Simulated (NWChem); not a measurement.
**A workflow on the pair SiH2OF2···SiNH2Cl**

We compute the energy (singlet Si2NH4ClOF2, PBE0-D3(0)/STO-3G), then a single-point energy (singlet SiH2OF2, PBE0-D3(0)/STO-3G), then a single-point energy (singlet SiNH2Cl, PBE0-D3(0)/STO-3G), then a single-point energy (singlet SiH2OF2, PBE0-D3(0)/STO-3G), then a single-point energy (singlet SiNH2Cl, PBE0-D3(0)/STO-3G) of ClF2H4NOSi2 and its partners. 

The results are computed with NWChem 7.3.0.

## Step 1: The molecule

Si2NH4ClOF2 has 11 atoms, charge 0, and is taken as a singlet. The two molecules were placed rigidly side by side, at 1.1 times their contact distance; the pair isn't optimised.

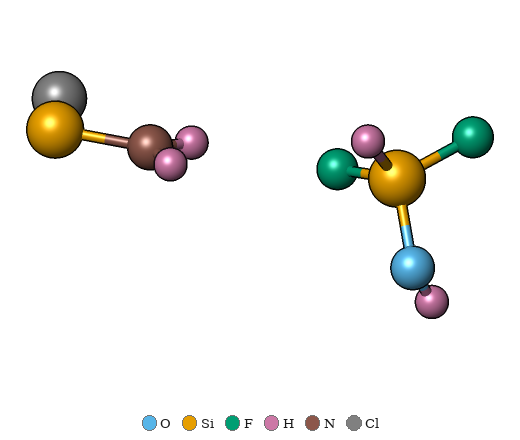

Viewed from a chosen angle; oxygen blue, silicon amber, fluorine teal, hydrogen pink, nitrogen brown, chlorine grey.

## Step 2: A single-point energy at PBE0-D3(0)/STO-3G (run 1)

Input file mol.nw:

```
echo
start mol
memory 2200 mb
charge 0

geometry units au noautosym nocenter noautoz
   O   0.03907954  2.17044494 -1.03693052
   Si  0.21614687 -0.42622773  0.55346299
   F   1.36963570 -2.63512859 -1.10496066
   F  -2.49920059 -1.37770483  1.37908433
   H  -0.91542113  2.25567159 -2.57346683
   H   1.78972182  0.01294462  2.78277290
   N   6.35443086 -6.49379816 -3.58707813
   Si  9.16675907 -7.97536234 -4.05941517
   Cl  7.79396753 -11.23024552 -5.88555202
   H   6.26990341 -4.79810912 -2.71910802
   H   4.64041147 -7.15174411 -4.10605362
end

basis spherical bse
   * library STO-3G
end

dft
   xc pbe0
   mult 1
   disp vdw 3
   grid fine
   convergence energy 1e-08
   maxiter 100
   mulliken
   print low
end

task dft energy
```

Started as:

```console
nwchem mol.nw > mol.out
```

Output:

```text
[...]
 d= 0,ls=0.0,diis     1  -1354.0382161720 -1.81D+03  4.71D-02  1.02D+00     0.8
[...]
 d= 0,ls=0.0,diis     8  -1354.2650278561  8.36D-10  8.20D-06  1.19D-07     4.1
         Total DFT energy =    -1354.265027856087
      One electron energy =    -2797.466060457927
           Coulomb energy =     1093.667355366700
    Exchange-Corr. energy =     -108.085254325068
 Nuclear repulsion energy =      457.622025244250
    Dispersion correction =       -0.003093684042
[...]
      Total Density - Mulliken Population Analysis
     ---------------------------------------------
    Atom       Charge   Shell Charges
 -----------   ------   -------------------------------------------------------
    1 O    8     8.47   2.00  1.82  4.66
    2 Si  14    13.03   2.00  1.98  5.88  1.09  2.08
    3 F    9     9.28   2.00  1.96  5.32
    4 F    9     9.27   2.00  1.96  5.31
    5 H    1     0.80   0.80
    6 H    1     1.14   1.14
    7 N    7     7.57   1.99  1.54  4.03
    8 Si  14    13.42   2.00  2.00  5.87  1.80  1.75
    9 Cl  17    17.41   2.00  2.00  5.99  1.99  5.44
   10 H    1     0.81   0.81
[...]
```

It took 4.8 s on 1 thread of Intel Xeon 6975P-C (Granite Rapids), shared host; peak memory 0.13 GiB.

## Step 3: SiH2OF2: the energy at PBE0-D3(0)/STO-3G (run 2)

Input file f2h2osi.nw:

```
START f2h2osi
TITLE "F2H2OSi PBE0"
memory 2200 mb
charge 0

GEOMETRY units angstroms noautosym nocenter noautoz
 O     0.020680    1.148550   -0.548720
 Si    0.114380   -0.225550    0.292880
 F     0.724780   -1.394450   -0.584720
 F    -1.322520   -0.729050    0.729780
 H    -0.484420    1.193650   -1.361820
 H     0.947080    0.006850    1.472580
END

BASIS spherical bse
 * library STO-3G
END

DFT
 xc pbe0
 mult 1
 disp vdw 3
 grid fine
 convergence energy 1e-08
 iterations 100
 mulliken
 print low
END

TASK dft
```

Started as:

```console
nwchem f2h2osi.nw > f2h2osi.out
```

Output:

```text
[...]
 d= 0,ls=0.0,diis     1   -557.8075384361 -7.46D+02  7.32D-02  7.78D-01     0.3
[...]
 d= 0,ls=0.0,diis     8   -557.9777723536 -1.62D-10  1.76D-07  5.15D-12     1.4
         Total DFT energy =     -557.977772353576
      One electron energy =    -1155.597843132553
           Coulomb energy =      460.664912207108
    Exchange-Corr. energy =      -51.457259153478
 Nuclear repulsion energy =      188.413963295679
    Dispersion correction =       -0.001545570332
[...]
      Total Density - Mulliken Population Analysis
     ---------------------------------------------
    Atom       Charge   Shell Charges
 -----------   ------   -------------------------------------------------------
    1 O    8     8.47   2.00  1.82  4.66
    2 Si  14    13.03   2.00  1.98  5.88  1.09  2.08
    3 F    9     9.28   2.00  1.96  5.32
    4 F    9     9.28   2.00  1.96  5.32
    5 H    1     0.80   0.80
    6 H    1     1.14   1.14
[...]
```

It took 2 s on 1 thread of Intel Xeon 6975P-C (Granite Rapids), shared host; peak memory 0.11 GiB.

## Step 4: SiNH2Cl: the energy at PBE0-D3(0)/STO-3G (run 3)

Input file clh2nsi.nw:

```
start clh2nsi
memory 2200 mb

geometry units angstroms noautosym nocenter noautoz
  N     3.362620   -3.436370   -1.898200
  Si    4.850840   -4.220380   -2.148150
  Cl    4.124390   -5.942790   -3.114500
  H     3.317890   -2.539050   -1.438890
  H     2.455600   -3.784540   -2.172830
end

basis spherical bse
  N library STO-3G
  Si library STO-3G
  Cl library STO-3G
  H library STO-3G
end

dft
  xc pbe0
  disp vdw 3
  grid fine
  convergence energy 1e-08
  iterations 100
  mulliken
  print low
end

task dft energy
```

Started as:

```console
nwchem clh2nsi.nw > clh2nsi.out
```

Output:

```text
[...]
 d= 0,ls=0.0,diis     1   -796.2287920821 -9.28D+02  5.81D-02  2.42D-01     0.3
[...]
 d= 0,ls=0.0,diis     7   -796.2856464934 -2.77D-09  9.04D-07  7.98D-11     1.1
         Total DFT energy =     -796.285646493407
      One electron energy =    -1366.547519687839
           Coulomb energy =      495.499567509487
    Exchange-Corr. energy =      -56.627071736287
 Nuclear repulsion energy =      131.390220468968
    Dispersion correction =       -0.000843047736
[...]
      Total Density - Mulliken Population Analysis
     ---------------------------------------------
    Atom       Charge   Shell Charges
 -----------   ------   -------------------------------------------------------
    1 N    7     7.57   1.99  1.54  4.04
    2 Si  14    13.41   2.00  2.00  5.87  1.80  1.75
    3 Cl  17    17.41   2.00  2.00  5.99  1.99  5.44
    4 H    1     0.81   0.81
    5 H    1     0.80   0.80
[...]
```

Run time: 1.7 s. Hardware: 1 thread of Intel Xeon 6975P-C (Granite Rapids), shared host; peak memory 0.12 GiB.

## Step 5: SiH2OF2 among ghost functions: a single-point energy at PBE0-D3(0)/STO-3G (with ghost functions) (run 4)

Input file m1.nw:

```
start m1
title "F2H2OSi energy"
memory 2200 mb
charge 0

geometry units angstrom noautosym nocenter noautoz
O      0.020680     1.148550    -0.548720
Si     0.114380    -0.225550     0.292880
F      0.724780    -1.394450    -0.584720
F     -1.322520    -0.729050     0.729780
H     -0.484420     1.193650    -1.361820
H      0.947080     0.006850     1.472580
bqN      3.362620    -3.436370    -1.898200
bqSi     4.850840    -4.220380    -2.148150
bqCl     4.124390    -5.942790    -3.114500
bqH      3.317890    -2.539050    -1.438890
bqH      2.455600    -3.784540    -2.172830
end

basis spherical bse
O library STO-3G
Si library STO-3G
F library STO-3G
H library STO-3G
bqN library N STO-3G
bqSi library Si STO-3G
bqCl library Cl STO-3G
bqH library H STO-3G
end

dft
xc pbe0
disp vdw 3
grid fine
convergence energy 1e-08
maxiter 100
mulliken
print low
end

task dft energy
```

Started as:

```console
nwchem m1.nw > m1.out
```

Output:

```text
[...]
 d= 0,ls=0.0,diis     1   -557.8076831442 -7.46D+02  3.73D-02  7.78D-01     0.7
[...]
 d= 0,ls=0.0,diis     8   -557.9778974913 -1.64D-10  1.07D-07  6.86D-12     3.2
         Total DFT energy =     -557.977897491341
      One electron energy =    -1155.595688137197
           Coulomb energy =      460.662421854040
    Exchange-Corr. energy =      -51.457048933531
 Nuclear repulsion energy =      188.413963295679
    Dispersion correction =       -0.001545570332
[...]
      Total Density - Mulliken Population Analysis
     ---------------------------------------------
    Atom       Charge   Shell Charges
 -----------   ------   -------------------------------------------------------
    1 O    8     8.47   2.00  1.82  4.66
    2 Si  14    13.03   2.00  1.98  5.88  1.09  2.08
    3 F    9     9.28   2.00  1.96  5.32
    4 F    9     9.28   2.00  1.96  5.32
    5 H    1     0.80   0.80
    6 H    1     1.14   1.14
    7 X    0    -0.00  -0.00 -0.00 -0.00
    8 X    0     0.00   0.00  0.00 -0.00  0.00  0.00
    9 X    0     0.00   0.00  0.00 -0.00  0.00 -0.00
   10 X    0     0.00   0.00
[...]
```

Wall time 3.9 s (1 thread of Intel Xeon 6975P-C (Granite Rapids), shared host); peak memory 0.12 GiB.

## Step 6: SiNH2Cl among ghost functions: the energy at PBE0-D3(0)/STO-3G (with ghost functions) (run 5)

Input file clh2nsi.nw:

```
echo
start clh2nsi
memory 2200 mb
geometry units angstroms noautosym nocenter noautoz
  N     3.362620   -3.436370   -1.898200
  Si    4.850840   -4.220380   -2.148150
  Cl    4.124390   -5.942790   -3.114500
  H     3.317890   -2.539050   -1.438890
  H     2.455600   -3.784540   -2.172830
  bqO      0.020680     1.148550    -0.548720
  bqSi     0.114380    -0.225550     0.292880
  bqF      0.724780    -1.394450    -0.584720
  bqF     -1.322520    -0.729050     0.729780
  bqH     -0.484420     1.193650    -1.361820
  bqH      0.947080     0.006850     1.472580
end
basis "ao basis" spherical bse
  N library STO-3G
  Si library STO-3G
  Cl library STO-3G
  H library STO-3G
  bqO library O STO-3G
  bqSi library Si STO-3G
  bqF library F STO-3G
  bqH library H STO-3G
end
dft
  xc pbe0
  mult 1
  disp vdw 3
  grid fine
  convergence energy 1e-08
  maxiter 100
  mulliken
  print low
end
task dft energy
```

Started as:

```console
nwchem clh2nsi.nw > clh2nsi.out
```

Output:

```text
[...]
 d= 0,ls=0.0,diis     1   -796.2287995316 -9.28D+02  2.85D-02  2.42D-01     0.6
[...]
 d= 0,ls=0.0,diis     7   -796.2856536411 -2.78D-09  4.43D-07  7.98D-11     2.8
         Total DFT energy =     -796.285653641056
      One electron energy =    -1366.547349258491
           Coulomb energy =      495.499380568422
    Exchange-Corr. energy =      -56.627062372219
 Nuclear repulsion energy =      131.390220468968
    Dispersion correction =       -0.000843047736
[...]
      Total Density - Mulliken Population Analysis
     ---------------------------------------------
    Atom       Charge   Shell Charges
 -----------   ------   -------------------------------------------------------
    1 N    7     7.57   1.99  1.54  4.04
    2 Si  14    13.41   2.00  2.00  5.87  1.80  1.75
    3 Cl  17    17.41   2.00  2.00  5.99  1.99  5.44
    4 H    1     0.81   0.81
    5 H    1     0.80   0.80
    6 X    0    -0.00  -0.00 -0.00 -0.00
    7 X    0     0.00   0.00  0.00 -0.00  0.00  0.00
    8 X    0     0.00   0.00  0.00  0.00
    9 X    0     0.00   0.00  0.00 -0.00
   10 X    0     0.00   0.00
[...]
```

Wall time 3.6 s (1 thread of Intel Xeon 6975P-C (Granite Rapids), shared host); peak memory 0.12 GiB.

## Step 7: Results

| quantity | value |
| --- | --- |
| run 1, PBE0-D3(0)/STO-3G: total energy | -1354.26503 Eh |
| run 1, PBE0-D3(0)/STO-3G: dispersion energy | -8.12 kJ/mol |
| SiH2OF2: total energy | -557.97777 Eh |
| SiH2OF2: dispersion energy | -4.06 kJ/mol |
| SiNH2Cl: total energy | -796.28565 Eh |
| SiNH2Cl: dispersion energy | -2.21 kJ/mol |
| SiH2OF2 among ghost functions: total energy | -557.97790 Eh |
| SiH2OF2 among ghost functions: dispersion energy | -4.06 kJ/mol |
| SiNH2Cl among ghost functions: total energy | -796.28565 Eh |
| SiNH2Cl among ghost functions: dispersion energy | -2.21 kJ/mol |
| interaction energy of the rigid parts SiH2OF2 and SiNH2Cl (parts in their own basis; closest atoms 2.96 Å apart) | -0.044 eV |
| interaction energy of the rigid parts SiH2OF2 and SiNH2Cl (parts in the whole basis, counterpoise; closest atoms 2.96 Å apart) | -0.040 eV |

**Reading.** The interaction energy of the rigid parts SiH2OF2 and SiNH2Cl (parts in their own basis; closest atoms 2.96 Å apart) is −0.04 eV (−4.2 kJ/mol): the parts attract. Without counterpoise this holds the superposition error of the basis. The interaction energy of the rigid parts SiH2OF2 and SiNH2Cl (parts in the whole basis, counterpoise; closest atoms 2.96 Å apart) is −0.04 eV (−3.9 kJ/mol): the parts attract. The basis-set superposition error is 0.3 kJ/mol. Mulliken charges (run 1, PBE0-D3(0)/STO-3G) run from -0.57 on N7 to +0.97 on Si2. Mulliken charges (SiNH2Cl) run from -0.57 on N1 to +0.59 on Si2.
